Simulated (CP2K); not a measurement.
# PM3 run of CH5GeO2S (SMILES C[S](=O)(=O)[GeH2])

Aim: the vertical ionisation energy of CH5GeO2S at PM3, from 2 runs. 

Program for the calculation: CP2K 2026.2.

1 further run of the same task is left out (set aside as unsound or not needed).

## Step 1: The molecule

CH5GeO2S has 10 atoms, charge 0, and is taken as a doublet. As SMILES, `C[S](=O)(=O)[GeH2]`. Geometry: a GFN2-xTB relaxation, a rough one for these elements and not checked as a minimum. This is one conformer, not always the lowest.

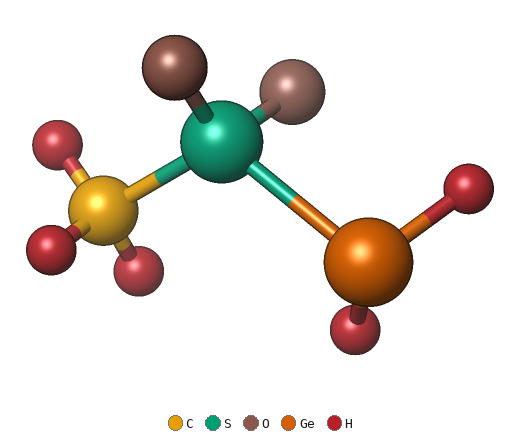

The structure, seen from a chosen angle (carbon amber, sulfur teal, oxygen brown, germanium orange, hydrogen red).

## Step 2: The energy at PM3

Contents of qs.inp:

```
&FORCE_EVAL
 METHOD Quickstep
 &DFT
  MULTIPLICITY 2
  UKS T
  &QS
   METHOD PM3
   EPS_DEFAULT 1.0E-10
   &SE
    &COULOMB
     CUTOFF [angstrom] 50
     RC_RANGE [angstrom] 0
    &END COULOMB
    &EXCHANGE
     CUTOFF [angstrom] 50
     RC_RANGE [angstrom] 0
    &END EXCHANGE
   &END SE
  &END QS
  &POISSON
   PERIODIC NONE
   POISSON_SOLVER ANALYTIC
  &END POISSON
  &SCF
   SCF_GUESS ATOMIC
   EPS_SCF 1.0E-06
   MAX_SCF 100
   ADDED_MOS 8
   &DIAGONALIZATION
    ALGORITHM STANDARD
   &END DIAGONALIZATION
   &MIXING
    METHOD DIRECT_P_MIXING
    ALPHA 0.4
   &END MIXING
  &END SCF
  &PRINT
   &MOMENTS
    PERIODIC F
    REFERENCE COM
    MAX_MOMENT 1
   &END MOMENTS
   &MO ON
    ENERGIES T
    OCCUPATION_NUMBERS T
    NDIGITS 6
    &EACH
     QS_SCF 0
    &END EACH
    ADD_LAST NUMERIC
   &END MO
   &HIRSHFELD OFF
   &END HIRSHFELD
  &END PRINT
 &END DFT
 &SUBSYS
  &CELL
   ABC 14 14.1 13.1
   PERIODIC NONE
  &END CELL
  &COORD
   C     -1.091090    -1.003220     0.264360
   S      0.389750    -0.305690    -0.568940
   O      1.505330    -0.457750     0.352130
   O      0.494090    -0.939960    -1.861750
   Ge     0.586760     2.015710    -0.440430
   H     -0.888500    -2.053300     0.437570
   H     -1.214910    -0.467070     1.196310
   H     -1.934240    -0.870300    -0.401590
   H      0.059710     1.999140     1.046190
   H      2.093100     2.082430    -0.023860
  &END COORD
  &TOPOLOGY
   &CENTER_COORDINATES
   &END CENTER_COORDINATES
  &END TOPOLOGY
 &END SUBSYS
&END FORCE_EVAL

&GLOBAL
 PROJECT qs
 RUN_TYPE ENERGY
 PRINT_LEVEL MEDIUM
&END GLOBAL
```

The run is started by

```sh
$ OMP_NUM_THREADS=1 cp2k.psmp -i qs.inp -o qs.out
```

The log of the run:

```text
CP2K| version string:                                       CP2K version 2026.2
[...]
 GLOBAL| Method name                                                        CP2K
[...]
 GLOBAL| Run type                                                         ENERGY
[...]
                             - Atoms:                                         10
[...]
                             - Spherical basis functions:                     25
[...]
 Number of electrons:                                                         16
[...]
     1 P_Mix/Diag. 0.40E+00    0.0     0.41106494       -32.7272217584 -3.27E+01
[...]
    37 DIIS/Diag.  0.18E-06    0.0     0.00000057       -38.7135432048 -1.78E-12
  *** SCF run converged in    37 steps ***
  Core-core repulsion energy [eV]:                           2214.68309785216252
  Core Hamiltonian energy [eV]:                             -1685.57547859975443
  Two-electron integral energy [eV]:                        -3165.11340769137905
  Electronic energy [eV]:                                   -3268.13218244544396
  Total energy [eV]:                                        -1053.44908459328144
  Atomic reference energy [eV]:                              1053.38345646152266
  Heat of formation [kcal/mol]:                                -1.51342079145083
[...]
 SE_DIPOLE| Moment [Debye]          4.20912635      -1.68469454      -0.57412786
 SE_DIPOLE| Derivative [a.u.]       0.00000000       0.00000000       0.00000000
 ENERGY| Total FORCE_EVAL ( QS ) energy [hartree]            -38.713543204803386
[...]
```

It took 0.37 s on 1 thread of Arm Neoverse V1, shared host.

## Step 3: The singlet cation, same level

Contents of gas.inp:

```
&GLOBAL
  PROJECT_NAME gas
  RUN_TYPE ENERGY
  PRINT_LEVEL MEDIUM
&END

&FORCE_EVAL
  METHOD QS
  &DFT
    CHARGE 1
    MULTIPLICITY 1
    &QS
      METHOD PM3
      EPS_DEFAULT 1.0E-10
      &SE
        &COULOMB
          CUTOFF [angstrom] 50
          RC_RANGE [angstrom] 0
        &END
        &EXCHANGE
          CUTOFF [angstrom] 50
          RC_RANGE [angstrom] 0
        &END
      &END
    &END
    &POISSON
      PERIODIC NONE
      POISSON_SOLVER ANALYTIC
    &END
    ! self-consistent field
    &SCF
      SCF_GUESS ATOMIC
      EPS_SCF 1.0E-06
      MAX_SCF 30
      &OT ON
        MINIMIZER CG
        PRECONDITIONER FULL_ALL
      &END
      &OUTER_SCF
        EPS_SCF 1.0E-06
        MAX_SCF 10
      &END
    &END
    ! extra output
    &PRINT
      &MOMENTS
        PERIODIC F
        REFERENCE COM
        MAX_MOMENT 1
      &END
      &MO_CUBES
        NLUMO 3
        NHOMO -1
        WRITE_CUBE F
      &END
      &HIRSHFELD OFF
      &END
    &END
  &END
  &SUBSYS
    &CELL
      ABC [angstrom] 14 14.1 13.1
      PERIODIC NONE
    &END
    &COORD
      C     -1.091090    -1.003220     0.264360
      S      0.389750    -0.305690    -0.568940
      O      1.505330    -0.457750     0.352130
      O      0.494090    -0.939960    -1.861750
      Ge     0.586760     2.015710    -0.440430
      H     -0.888500    -2.053300     0.437570
      H     -1.214910    -0.467070     1.196310
      H     -1.934240    -0.870300    -0.401590
      H      0.059710     1.999140     1.046190
      H      2.093100     2.082430    -0.023860
    &END
    &TOPOLOGY
      &CENTER_COORDINATES
      &END
    &END
  &END
&END
```

The run is started by

```sh
$ OMP_NUM_THREADS=1 cp2k.psmp gas.inp > gas.out
```

The log of the run:

```text
CP2K| version string:                                       CP2K version 2026.2
[...]
 GLOBAL| Method name                                                        CP2K
[...]
 GLOBAL| Run type                                                         ENERGY
[...]
                             - Atoms:                                         10
[...]
                             - Spherical basis functions:                     25
[...]
 Number of electrons:                                                         30
[...]
     1 OT CG       0.15E+00    0.0     0.41283709       -32.6850850914 -3.27E+01
[...]
    17 OT CG       0.41E+00    0.0     0.00000042       -38.3692340739 -8.12E-11
  *** SCF run converged in    17 steps ***
  Core-core repulsion energy [eV]:                           2214.68309785216252
  Core Hamiltonian energy [eV]:                             -1649.78076676629280
  Two-electron integral energy [eV]:                        -3217.96457550337391
  Electronic energy [eV]:                                   -3258.76305451797998
  Total energy [eV]:                                        -1044.07995666581724
  Atomic reference energy [eV]:                              1053.38345646152266
  Heat of formation [kcal/mol]:                               214.54381904119310
[...]
 SE_DIPOLE| Moment [Debye]          4.61348852      -4.94487659      -0.22880619
 SE_DIPOLE| Derivative [a.u.]       0.00000000       0.00000000       0.00000000
 *** WARNING in qs_scf_post_se.F:140 :: Printing of MO cube files not ***
 *** implemented for Semi-Empirical method.                           ***
 ENERGY| Total FORCE_EVAL ( QS ) energy [hartree]            -38.369234073858294
[...]
```

It took 0.79 s on 1 thread of Arm Neoverse V1, shared host.

## Step 4: Outcome

Level: PM3.

```
                                            quantity           value
                      doublet CH5GeO2S: total energy    -38.71354 Eh
                     doublet CH5GeO2S: dipole moment          4.57 D
doublet CH5GeO2S: HOMO energy (highest over α and β)        -9.90 eV
 doublet CH5GeO2S: LUMO energy (lowest over α and β)        -2.21 eV
                 doublet CH5GeO2S: heat of formation   -1.5 kcal/mol
                        singlet cation: total energy    -38.36923 Eh
                   singlet cation: heat of formation  214.5 kcal/mol
  vertical ionisation energy (to the singlet cation)        9.369 eV
```

In words: Removing an electron at fixed nuclei costs 9.37 eV (904 kJ/mol). Only the singlet of the ionised species was computed; a triplet could lie lower.
